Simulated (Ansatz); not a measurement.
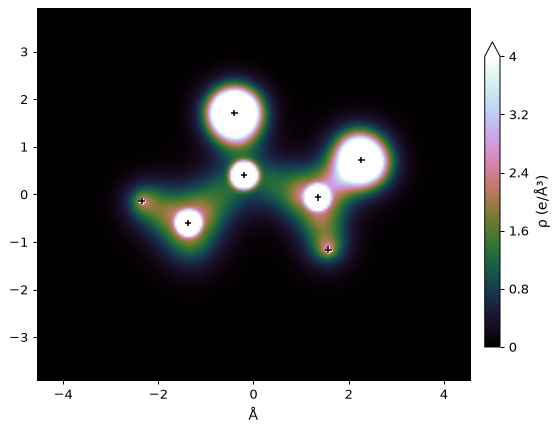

The electron density on a plane through atoms (crosses mark nuclei in the plane).

Computed with RKS PBE0-D4/def2-TZVPP in Ansatz 0.2.0.

Candidates:
A. AlGeH4N (SMILES [NH]1[AlH][GeH2]1)
B. B2H7NSi (SMILES BB(N)[SiH3])
C. C2H4BFO (SMILES CB(F)C=O)

Q: Which candidate gave the map?

A: Candidate C: C2H4BFO on the plane of atoms C1, B2 and C4, which holds C, B, F, O and H. C–O (1.21 Å): ρ at the midpoint is about 3.4 e/Å³. B–F (1.32 Å): ρ at the midpoint is about 2.2 e/Å³.
